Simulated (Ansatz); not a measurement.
CH3AlBr (SMILES [CH3][Al][Br]) (doublet)

```xyz
6

C    -0.3858    0.4911   -0.3060
Al    1.1068   -0.7234   -0.2996
Br    1.4079   -2.1580    1.5454
H     0.0121    1.5892   -0.3943
H    -1.0167    0.4090    0.5998
H    -1.0822    0.3281   -1.1915
```

Level of theory: SCF revpbe0, Gaussian basis (Ansatz 0.2.0).

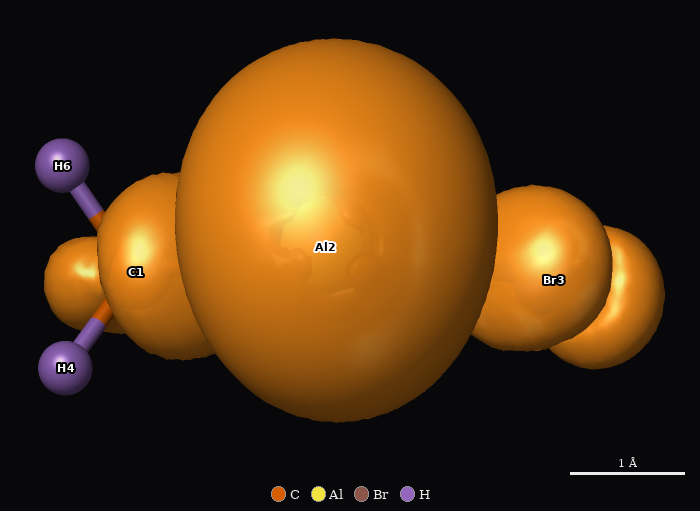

Figure 1. Isosurfaces of the spin density (α minus β) at +0.015 (orange) and −0.015 e/Å³ (purple), seen from one side.

### Which atoms carry the spin?

The unpaired spin (1 electron) lies mostly on Al2 (about 0.8), C1 (about 0.1) and Br3 (about 0.1), in electrons by Hirshfeld's partition.

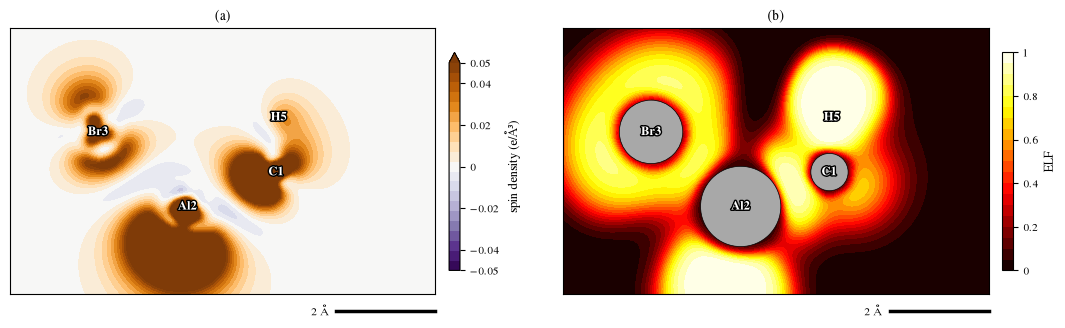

Figure 2. (a) spin density; (b) ELF on the plane of atoms C1, Al2 and Br3. Grey discs cover the atomic cores in the ELF map.

### Read the bonding off the picture.

The plane passes through C, Al, Br and H nuclei.
C–Al (1.92 Å): the ELF peaks at about 0.95 between the atoms; a shared but strongly polarised pair.
Al–Br (2.36 Å): the ELF peaks at about 0.80 in the valence shell of Br, 1.1 Å from its nucleus, and is about 0.80 at the midpoint.
C–H (1.11 Å): the ELF climbs to about 1 towards the hydrogen, as it does in any bond to H: an ordinary covalent bond to hydrogen.
The ELF also peaks beside Br3, away from the bonds: non-bonding electrons, paired or unpaired.

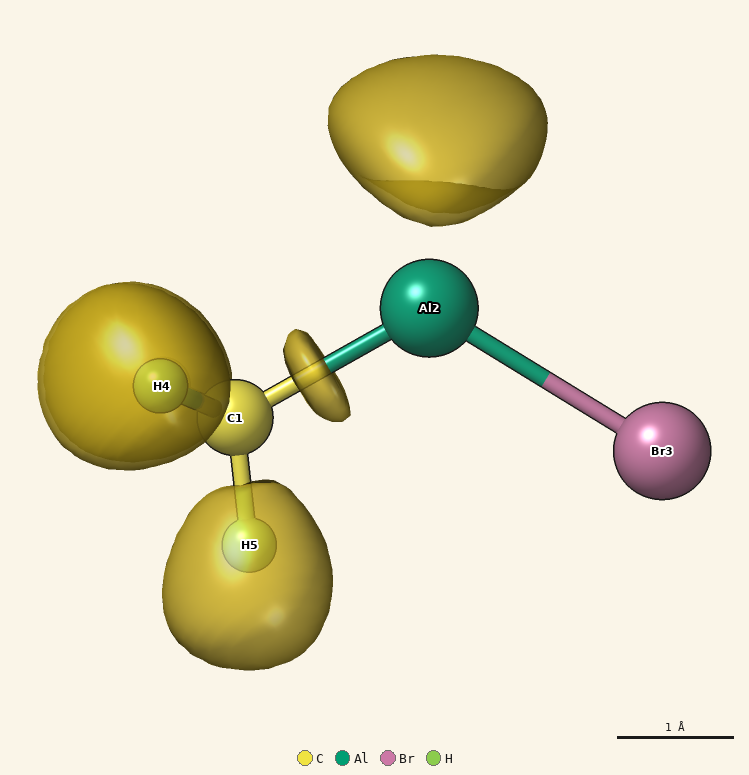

Figure 3. Isosurface of the ELF at 0.9 (yellow), seen at a tilt. Only the valence region is drawn (cores and ρ < 0.01 e/Å³ removed).

### What do the ELF domains correspond to?

At this value the surface marks out one region between bonded Al–C atoms (shared pairs), three regions around hydrogen nuclei and one lobe on Al, pointing away from the bonds (non-bonding electrons).
